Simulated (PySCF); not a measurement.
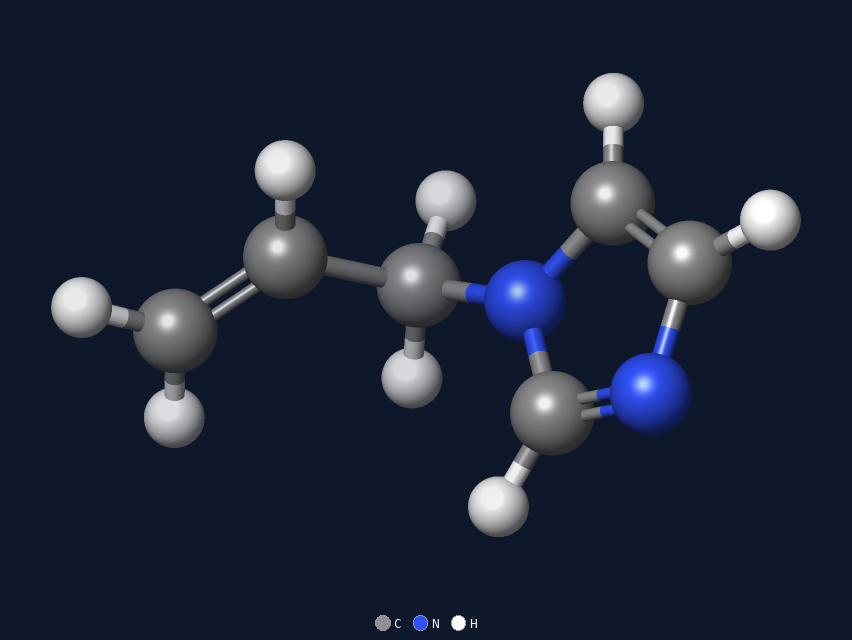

Computed geometry: GFN2-xTB optimisation. No frequency run is at hand to confirm it as a minimum. Method: CAM-B3LYP/def2-SVPD, gas phase (PySCF 2.14.0). Excitations: vertical, linear response.

### Estimate the mean static polarisability.

81.5 bohr³.

### Give the LUMO energy (Kohn–Sham orbital) at this level.

0.82 eV.

### What is the dipole moment?

4.13 D.

### Estimate the lowest vertical singlet excitation.

6.17 eV.
